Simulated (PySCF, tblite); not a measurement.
# B3H6NO4Si, a small molecule taken as a stand-in for a surface group (boron oxide ring): NMR shifts, core binding energies and electronic excitations, part 2 of 2

tblite 0.8.0 and PySCF 2.14.0. Atoms count from 0, parts from 1.

### Step 5. Core holes by ΔSCF: SCAN, X2C

What the job is given:

```
{"job": {"kind": "xps", "holes": 5}, "charge": 0, "multiplicity": 1}
O     -0.596372     0.799397    -0.015814
B     -1.740429     1.501361     0.238586
O     -2.899834     0.828294     0.520789
B     -2.919511    -0.545673     0.552918
O     -1.777357    -1.244130     0.296041
B     -0.599000    -0.590977     0.004740
O      0.518154    -1.282495    -0.253182
Si     2.058785    -0.685452    -0.638893
N      2.698314     0.437841     0.481732
H     -1.728562     2.704387     0.218069
H     -3.941923    -1.124739     0.808542
H      1.938870    -0.036787    -1.971326
H      2.931437    -1.885262    -0.647864
H      3.109808     0.132092     1.355372
H      2.297100     1.365476     0.561021
```

With the program's defaults for keys left out, this is: delta-SCF UKS SCAN, pcX-2 on the ionised atom, pcseg-1 elsewhere, spin-free X2C.

The program printed:

```text
ground state, core basis on atom 0 (O), 191 functions
  cycle   1  E = -724.00257358  |g| = 1.26e+00
  cycle   2  E = -723.46095797  |g| = 2.10e+00
  cycle   3  E = -724.28278275  |g| = 1.38e-01
  cycle   4  E = -724.28570861  |g| = 8.76e-02
  cycle   5  E = -724.28731137  |g| = 2.11e-02
  cycle   6  E = -724.28739065  |g| = 7.33e-03
  cycle   7  E = -724.28739852  |g| = 3.15e-03
  cycle   8  E = -724.28740275  |g| = 1.10e-03
  cycle   9  E = -724.28740310  |g| = 1.81e-04
  E(ground) = -724.33920653 Eh
hole in O 1s of atom 0
  cycle   1  E = -703.65243613  |g| = 2.23e+00
  cycle   2  E = -703.11110512  |g| = 2.26e+00
  cycle   3  E = -704.34804943  |g| = 5.87e-01
  cycle   4  E = -704.39323773  |g| = 4.52e-01
  cycle   5  E = -704.46868134  |g| = 6.89e-02
  cycle   6  E = -704.46946591  |g| = 5.09e-02
  cycle   7  E = -704.47045667  |g| = 6.24e-03
  cycle   8  E = -704.47046813  |g| = 3.28e-03
  cycle   9  E = -704.47047119  |g| = 1.40e-03
  cycle  10  E = -704.47047146  |g| = 5.21e-04
  cycle  11  E = -704.47047245  |g| = 2.64e-04
  E(ion) = -704.52295286 Eh   <S^2> = 0.7611   hole on atom = 1.000   binding energy = 539.228 eV
ground state, core basis on atom 1 (B), 191 functions
  cycle   1  E = -724.25340735  |g| = 1.09e-01
  cycle   2  E = -724.24939556  |g| = 1.78e-01
  cycle   3  E = -724.25514363  |g| = 1.87e-02
  cycle   4  E = -724.25518040  |g| = 1.31e-02
  cycle   5  E = -724.25521450  |g| = 2.36e-03
  cycle   6  E = -724.25521601  |g| = 5.02e-04
  cycle   7  E = -724.25521735  |g| = 2.25e-04
  E(ground) = -724.31150694 Eh
hole in B 1s of atom 1
  cycle   1  E = -716.58289233  |g| = 1.17e+00
  cycle   2  E = -714.34903338  |g| = 2.03e+00
  cycle   3  E = -716.70075674  |g| = 7.39e-01
  cycle   4  E = -716.93675915  |g| = 2.60e-01
  cycle   5  E = -716.96357649  |g| = 1.51e-01
  cycle   6  E = -716.72609929  |g| = 5.12e-01
  cycle   7  E = -716.97026785  |g| = 7.73e-02
  cycle   8  E = -716.74957018  |g| = 4.75e-01
  cycle   9  E = -716.76198870  |g| = 4.58e-01
  cycle  10  E = -716.76273109  |g| = 4.57e-01
  cycle  11  E = -716.76233119  |g| = 4.58e-01
  cycle  12  E = -716.76215189  |g| = 4.58e-01
  cycle  13  E = -716.76280687  |g| = 4.58e-01
  cycle  14  E = -716.97471511  |g| = 1.41e-02
  cycle  15  E = -716.90709131  |g| = 2.87e-01
  cycle  16  E = -716.78073541  |g| = 4.43e-01
  cycle  17  E = -716.76949897  |g| = 4.51e-01
  cycle  18  E = -716.80518816  |g| = 4.22e-01
  cycle  19  E = -716.81838456  |g| = 4.10e-01
  cycle  20  E = -716.82713808  |g| = 4.01e-01
  cycle  21  E = -716.85168504  |g| = 3.73e-01
  cycle  22  E = -716.88292915  |g| = 3.30e-01
  cycle  23  E = -716.91079379  |g| = 2.78e-01
  cycle  24  E = -716.93571223  |g| = 2.18e-01
  cycle  25  E = -716.96498826  |g| = 1.15e-01
  cycle  26  E = -716.97018039  |g| = 7.45e-02
  cycle  27  E = -716.97129006  |g| = 6.46e-02
  cycle  28  E = -716.94413769  |g| = 1.92e-01
  cycle  29  E = -716.87341371  |g| = 3.41e-01
  cycle  30  E = -716.86390734  |g| = 3.53e-01
  cycle  31  E = -716.82241540  |g| = 4.04e-01
  cycle  32  E = -716.84193576  |g| = 3.82e-01
  cycle  33  E = -716.81115730  |g| = 4.13e-01
  cycle  34  E = -716.97494034  |g| = 8.41e-03
  cycle  35  E = -716.97392273  |g| = 3.51e-02
  cycle  36  E = -716.97472055  |g| = 1.68e-02
  cycle  37  E = -716.97487840  |g| = 1.13e-02
  cycle  38  E = -716.97376719  |g| = 3.73e-02
  cycle  39  E = -716.97460255  |g| = 2.08e-02
  cycle  40  E = -716.97458068  |g| = 2.13e-02
  cycle  41  E = -716.97481371  |g| = 1.38e-02
  cycle  42  E = -716.97498504  |g| = 6.13e-04
  cycle  43  E = -716.97494588  |g| = 6.55e-03
  cycle  44  E = -716.97497412  |g| = 3.66e-03
  cycle  45  E = -716.97498493  |g| = 1.24e-03
  cycle  46  E = -716.97498622  |g| = 4.61e-04
  E(ion) = -717.03112518 Eh   <S^2> = 0.9216   hole on atom = 1.000   binding energy = 198.109 eV
ground state, core basis on atom 4 (O), 191 functions
  cycle   1  E = -724.28662050  |g| = 1.04e-01
  cycle   2  E = -724.28526714  |g| = 1.03e-01
  cycle   3  E = -724.28662400  |g| = 5.38e-02
  cycle   4  E = -724.28711743  |g| = 6.36e-03
  cycle   5  E = -724.28712089  |g| = 1.66e-03
  cycle   6  E = -724.28712281  |g| = 3.83e-04
  E(ground) = -724.33959619 Eh
hole in O 1s of atom 4
  cycle   1  E = -703.65783763  |g| = 2.23e+00
  cycle   2  E = -701.65108360  |g| = 2.54e+00
  cycle   3  E = -703.96713456  |g| = 1.01e+00
  cycle   4  E = -704.43400902  |g| = 3.19e-01
  cycle   5  E = -704.46421918  |g| = 1.54e-01
  cycle   6  E = -704.47192133  |g| = 8.05e-02
  cycle   7  E = -704.47427780  |g| = 1.79e-02
  cycle   8  E = -704.47440821  |g| = 3.71e-03
  cycle   9  E = -704.47441225  |g| = 2.39e-03
  cycle  10  E = -704.47441310  |g| = 8.34e-04
  cycle  11  E = -704.47441486  |g| = 2.98e-04
  E(ion) = -704.52726641 Eh   <S^2> = 0.7611   hole on atom = 1.000   binding energy = 539.121 eV
ground state, core basis on atom 5 (B), 191 functions
  cycle   1  E = -724.25755004  |g| = 1.12e-01
  cycle   2  E = -724.25344066  |g| = 1.83e-01
  cycle   3  E = -724.25941560  |g| = 2.01e-02
  cycle   4  E = -724.25946879  |g| = 1.26e-02
  cycle   5  E = -724.25949739  |g| = 2.70e-03
  cycle   6  E = -724.25949885  |g| = 4.59e-04
  E(ground) = -724.31487868 Eh
hole in B 1s of atom 5
  cycle   1  E = -716.56381907  |g| = 1.18e+00
  cycle   2  E = -714.24889127  |g| = 2.11e+00
  cycle   3  E = -716.67778139  |g| = 7.49e-01
  cycle   4  E = -716.92084419  |g| = 2.66e-01
  cycle   5  E = -716.94351855  |g| = 1.65e-01
  cycle   6  E = -716.95183850  |g| = 7.94e-02
  cycle   7  E = -716.95426840  |g| = 2.35e-02
  cycle   8  E = -716.95446671  |g| = 1.05e-02
  cycle   9  E = -716.95450542  |g| = 4.54e-03
  cycle  10  E = -716.95451334  |g| = 2.39e-03
  cycle  11  E = -716.95451821  |g| = 1.25e-03
  cycle  12  E = -716.95451877  |g| = 7.78e-04
  cycle  13  E = -716.95451828  |g| = 4.90e-04
  E(ion) = -717.01031338 Eh   <S^2> = 0.7753   hole on atom = 1.000   binding energy = 198.767 eV
ground state, core basis on atom 6 (O), 191 functions
  cycle   1  E = -724.28952005  |g| = 1.10e-01
  cycle   2  E = -724.28746788  |g| = 1.25e-01
  cycle   3  E = -724.28976327  |g| = 5.11e-02
  cycle   4  E = -724.29020630  |g| = 6.20e-03
  cycle   5  E = -724.29021269  |g| = 1.86e-03
  cycle   6  E = -724.29021447  |g| = 3.85e-04
  E(ground) = -724.34219388 Eh
hole in O 1s of atom 6
  cycle   1  E = -703.67924546  |g| = 2.23e+00
  cycle   2  E = -703.11941726  |g| = 2.25e+00
  cycle   3  E = -704.40087672  |g| = 5.26e-01
  cycle   4  E = -704.43813995  |g| = 3.89e-01
  cycle   5  E = -704.50606514  |g| = 5.67e-02
  cycle   6  E = -704.50729335  |g| = 2.11e-02
  cycle   7  E = -704.50747585  |g| = 7.61e-03
  cycle   8  E = -704.50749562  |g| = 2.47e-03
  cycle   9  E = -704.50749738  |g| = 7.51e-04
  cycle  10  E = -704.50749702  |g| = 4.50e-04
  E(ion) = -704.55916138 Eh   <S^2> = 0.7615   hole on atom = 1.000   binding energy = 538.324 eV
```

Run time: 68 s. Hardware: 1 thread of Arm Neoverse V2, shared host; peak memory 0.77 GiB.

Binding energies by hole, beside the orbital energy of the ground state; the difference holds orbital relaxation and, for a density functional, its self-interaction error:

```tsv
hole	stands for	environment	ΔSCF (eV)	−ε (eV)	⟨S²⟩
O1s on O0	O0	oxygen bonded to 2 B	539.23	517.5	0.761
B1s on B1	B1	boron bonded to 2 O, H	198.11 (doubtful)	181.9	0.922
O1s on O4	O4	oxygen bonded to 2 B	539.12	517.3	0.761
B1s on B5	B5	boron bonded to 3 O	198.77	182.5	0.775
O1s on O6	O6	oxygen bonded to B, Si	538.32	516.8	0.761
```

Doubtful: the ion did not converge, its hole moved, or its ⟨S²⟩ is well above 0.75.

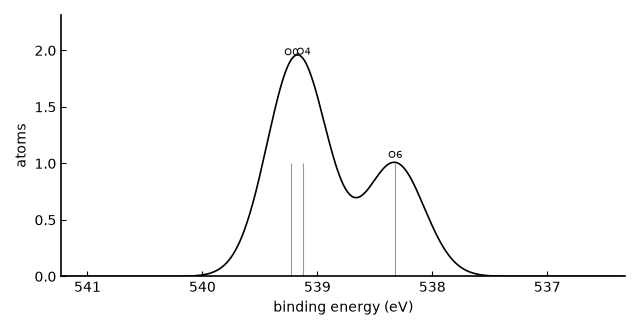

The O1s photoelectron lines, weighted by the number of atoms. Only 3 of the 4 O atoms are covered by sound results. Lines are broadened to a width of 0.60 eV (Gaussian).

### Step 6. Ultraviolet spectrum: CAM-B3LYP/def2-SVPD

Same as in step 5 but for these lines:

```diff
@@ -1,2 +1,2 @@
-{"job": {"kind": "xps", "holes": 5}, "charge": 0, "multiplicity": 1}
+{"job": {"kind": "uv", "xc": "CAM-B3LYP", "basis": "def2-SVPD", "nstates": 6, "ntriplets": 2, "ip": true}, "charge": 0, "multiplicity": 1}
 O     -0.596372     0.799397    -0.015814
```

Method: TDDFT CAM-B3LYP/def2-SVPD, vertical, gas phase, core orbitals frozen in the response.

The program printed:

```text
coarse grid: 14008 points
cycle   1  E = -722.7894501266  dE =  1.557e+00  |g| = 1.193e+00  |ddm| = 8.322e+00
cycle   2  E = -722.6980998754  dE =  9.135e-02  |g| = 1.432e+00  |ddm| = 4.808e+00
cycle   3  E = -723.0603872651  dE = -3.623e-01  |g| = 7.155e-02  |ddm| = 2.466e+00
cycle   4  E = -723.0609515033  dE = -5.642e-04  |g| = 5.724e-02  |ddm| = 2.503e-01
cycle   5  E = -723.0615519697  dE = -6.005e-04  |g| = 1.099e-02  |ddm| = 9.271e-02
cycle   6  E = -723.0615757245  dE = -2.375e-05  |g| = 1.758e-03  |ddm| = 2.576e-02
cycle   7  E = -723.0615763694  dE = -6.450e-07  |g| = 9.792e-04  |ddm| = 7.912e-03
final grid: 133608 points
cycle   8  E = -723.1886550966  dE = -5.411e-05  |g| = 4.385e-03  |ddm| = 1.401e-01
cycle   9  E = -723.1886540687  dE =  1.028e-06  |g| = 5.070e-03  |ddm| = 1.741e-02
cycle  10  E = -723.1886590375  dE = -4.969e-06  |g| = 3.331e-04  |ddm| = 8.164e-03
cycle  11  E = -723.1886590497  dE = -1.218e-08  |g| = 2.732e-04  |ddm| = 1.169e-03
cycle  12  E = -723.1886590629  dE = -1.326e-08  |g| = 3.845e-05  |ddm| = 4.684e-04
cycle  13  E = -723.1886590633  dE = -3.452e-10  |g| = 8.966e-06  |ddm| = 1.018e-04
converged SCF energy = -723.1886590633

Static polarisability (au): isotropic 79.858, principal 64.775 79.953 94.844

Singlet excitations
state   eV       nm        f      main configurations
  1   6.9229    179.1   0.06034   H->L+1 0.30, H->L+2 0.27, H->L 0.21
  2   7.6490    162.1   0.02773   H-2->L 0.51, H-2->L+1 0.27
  3   7.8551    157.8   0.00028   H-3->L 0.26, H-4->L 0.25, H-3->L+1 0.14
  4   8.1141    152.8   0.02620   H->L+2 0.36, H->L+1 0.20, H->L+5 0.14
  5   8.1314    152.5   0.01420   H->L 0.27, H->L+3 0.17, H->L+5 0.09
  6   8.2436    150.4   0.00708   H->L+7 0.31, H->L 0.15, H->L+4 0.11

Triplet excitations (Tamm-Dancoff, eV): 6.5317 7.0719
Vertical ionisation energy (delta-SCF) = 10.4538 eV
```

Wall time 3.9 min (1 thread of Arm Neoverse V2, shared host); peak memory 1.3 GiB.

Frontier orbitals and where they lie:

```tsv
orbital	eV	atoms
HOMO−3	-11.39	O2 26 %, O6 22 %, O0 12 %
HOMO−2	-11.03	O4 26 %, O0 19 %, B3 10 %
HOMO−1	-10.64	O6 27 %, Si7 24 %, H11 19 %
HOMO	-9.49	N8 68 %, Si7 8 %, O6 7 %
LUMO	0.57	B1 29 %, B3 19 %, O0 9 %
LUMO+1	0.60	B1 24 %, B3 21 %, B5 16 %
LUMO+2	1.11	B3 24 %, B5 10 %, Si7 9 %
```

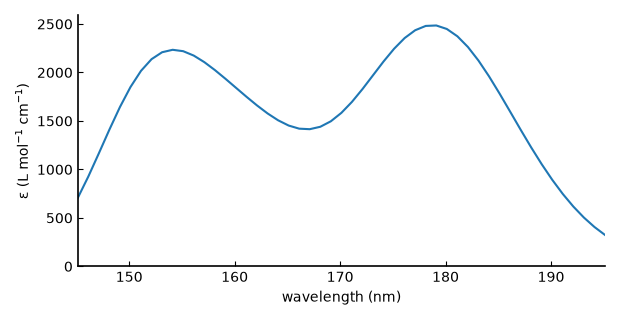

Absorption spectrum: each of the 6 states is a Gaussian band of 0.4 eV half-width at 1/e. Beyond the last state computed it falls off for lack of states.

Further results of this job:

```tsv
property	computed
dipole moment (D)	1.73
polarisability (Å³)	11.83
HOMO–LUMO gap (eV)	10.06
−ε(HOMO) (eV)	9.49
```

### Step 7. Results

This closing draws on all 2 parts.

| quantity | value |
| --- | --- |
| point group | C1 |
| rotational constants (main isotopes) | 3.50, 0.81, 0.69 GHz |
| ¹H shifts against TMS (PBE0/pcSseg-1) | 5.01, 4.66, 4.59, 4.54, 1.46, 1.38 ppm |
| ¹⁷O shifts against H2O (PBE0/pcSseg-1) | 219.3, 194.7, 193.7, 141.6 ppm |
| ¹¹B shifts against BF3·OEt2 (PBE0/pcSseg-1) | 27.6, 27.2, 16.1 ppm |
| ²⁹Si shifts against TMS (PBE0/pcSseg-1) | -31.9 ppm |
| ¹⁵N shifts against NH3 (PBE0/pcSseg-1) | 36.5 ppm |
| O1s binding energies, SCAN/pcX-2 (standing for 3 of 4 atoms) | O0 539.23, O4 539.12, O6 538.32 eV |
| B1s binding energies, SCAN/pcX-2 (standing for 1 of 3 atoms) | B5 198.77 eV |
| lowest singlet (CAM-B3LYP/def2-SVPD) | 6.92 eV (179 nm), f = 0.060 |
| lowest triplet | 6.53 eV |
| vertical ionisation energy (ΔSCF) | 10.45 eV |

What this shows: The start of the PBE0/def2-SVP relaxation was shaken at random by about 0.01 Å, so part of the energy gained, and of the first lengths quoted, undoes that. The optimisation took 20 steps and gained 0.380 eV; among the close pairs (by a distance rule), O6–Si7 changed most, from 1.639 to 1.697 Å (PBE0/def2-SVP). At PBE0/pcSseg-1: The widest tensor belongs to O2: span 401 ppm, with a paramagnetic part of -279 ppm. At SCAN/pcX-2: O0 (oxygen bonded to 2 B) binds its O1s electron 0.90 eV more tightly than O6 (oxygen bonded to B, Si). Only 3 of the 4 O atoms are covered by sound results. The first singlet state (HOMO→LUMO+1 0.30, HOMO→LUMO+2 0.27) lies at 6.92 eV and is bright. The lowest triplet lies 0.39 eV below the lowest singlet (triplets in Tamm-Dancoff, singlets in full TDDFT). ΔSCF puts the ionisation energy at 10.45 eV, 0.96 eV above −ε(HOMO). A capped cluster stands for the solid here, so long-range fields and strain are missing, and bands or shifts of the capping hydrogens have no counterpart in it.
